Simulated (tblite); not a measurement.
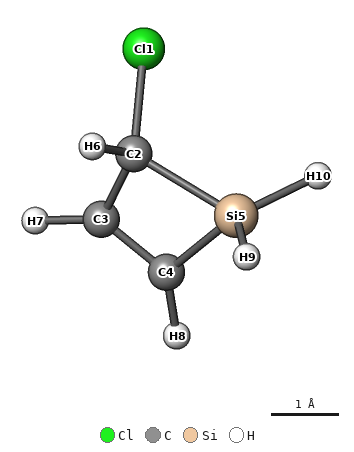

This is the input geometry for a relaxation of C$_{3}$H$_{5}$ClSi. Style: ball-and-stick. Shown at a tilt.

Computed with GFN2-xTB geometry optimisation, gas phase in tblite.

```xyz
10

Cl   -0.4948    2.1167   -1.0560
C    -0.2129    0.9066    0.2323
C    -1.1247   -0.1934    0.0704
C    -0.3249   -1.1440   -0.1676
Si    1.1920   -0.2072   -0.0315
H    -0.2492    1.4068    1.2633
H    -2.2626   -0.1830    0.1140
H    -0.4982   -2.2335   -0.3618
H     2.0065   -0.4306    1.1743
H     1.9777   -0.0337   -1.2600
```

Q: What does the optimiser find from here?

A: The energy falls by 18.3 kcal/mol in 41 geometry steps. The largest move after the best rigid fit is that of H8, 0.14 Å. Largest moves by element: H 0.14 Å, Cl 0.13 Å, C 0.12 Å, Si 0.08 Å. Near-neighbour distances that change, for instance: C2–Si5 1.812 → 1.947 Å, C4–Si5 1.788 → 1.890 Å, C3–C4 1.265 → 1.337 Å, C3–H7 1.139 → 1.079 Å. Bond angles that change, for instance: Si5–C4–H8 130.8° → 138.0°, C3–C4–H8 131.7° → 126.8°, Cl1–C2–H6 110.3° → 105.4°. The run took 0.29 s on 1 thread of Intel(R) Xeon(R) Platinum 8259CL CPU @ 2.50GHz (shared host).

Step by step:

| step | E − E(0), kcal/mol |
| --- | --- |
| 0 | 0.00 |
| 1 | -7.43 |
| 2 | -15.18 |
| 3 | -15.84 |
| 4 | -16.75 |
| 5 | -17.43 |
| 6 | -17.72 |
| 7 | -17.89 |
| 8 | -17.99 |
| 9 | -18.05 |
| 10 | -18.08 |
| 12 | -18.14 |
| 13 | -18.17 |
| 15 | -18.20 |
| 17 | -18.21 |
| 18 | -18.22 |
| 20 | -18.23 |
| 21 | -18.23 |
| 23 | -18.23 |
| 25 | -18.24 |
| 26 | -18.24 |
| 28 | -18.25 |
| 30 | -18.26 |
| 31 | -18.26 |
| 33 | -18.26 |
| 34 | -18.26 |
| 36 | -18.26 |
| 38 | -18.26 |
| 39 | -18.26 |
| 41 | -18.27 |

The structure at the end:

```xyz
10

Cl   -0.4857    2.2276   -0.9893
C    -0.2387    0.9555    0.2503
C    -1.1434   -0.2198    0.0481
C    -0.3254   -1.2597   -0.1427
Si    1.2669   -0.2472   -0.0285
H    -0.3638    1.4573    1.2089
H    -2.2217   -0.1820    0.0567
H    -0.6119   -2.2873   -0.2951
H     2.1331   -0.4426    1.1312
H     1.9995    0.0029   -1.2621
```

After the run, drawn alike:

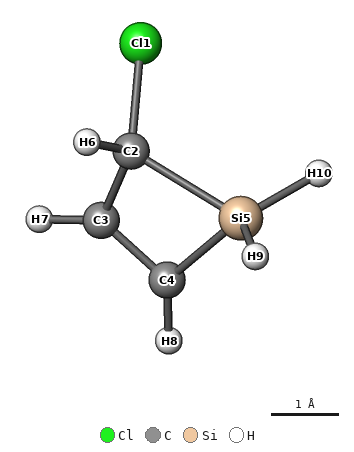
